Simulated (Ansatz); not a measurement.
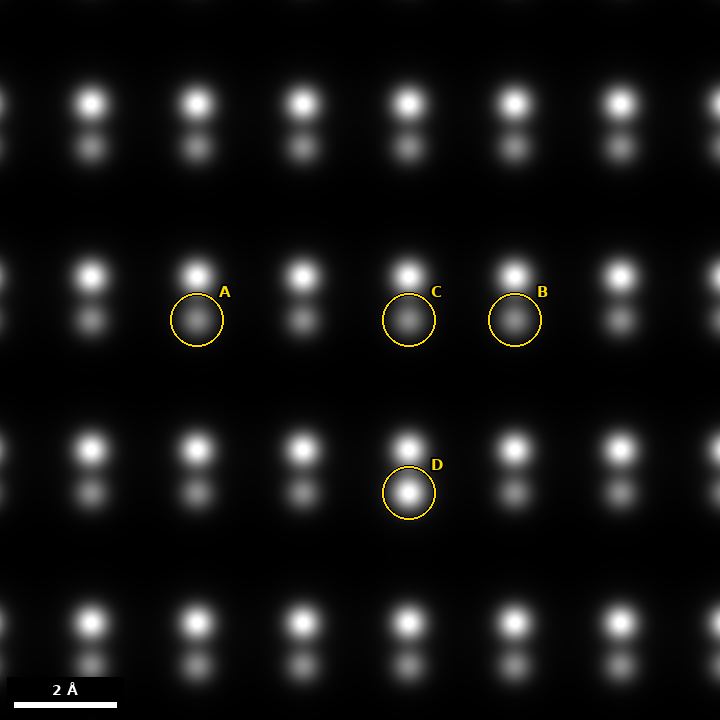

HAADF-like image of TiGe (F-43m, No. 216) along [211]. Simulated incoherent Z contrast: every atom adds Z^1.8 spread by a probe of 0.52 Å full width; channelling and multiple scattering are left out. The probe carries 25 % of its weight in a tail 2.5 times as wide.

The sample is 1 repeat (7.1 Å) thick. One point defect was put into the perfect crystal, without relaxing the atoms around it. Brightness is counted from the darkest point of the image. Host structure: the geometry relaxed with DFT HSE06, scalar-relativistic, plane waves, PAW in Ansatz; the starting structure was generated, so it need not be a known form of this composition.

Q: Which ringed column holds the defect, and does it scatter more or less than its equals?

D; it scatters more. The column holds 1 atom (Ti) through the sample, and one Ti site holds Ge (an antisite), so its peak rises to about 195 % of that of its equals.
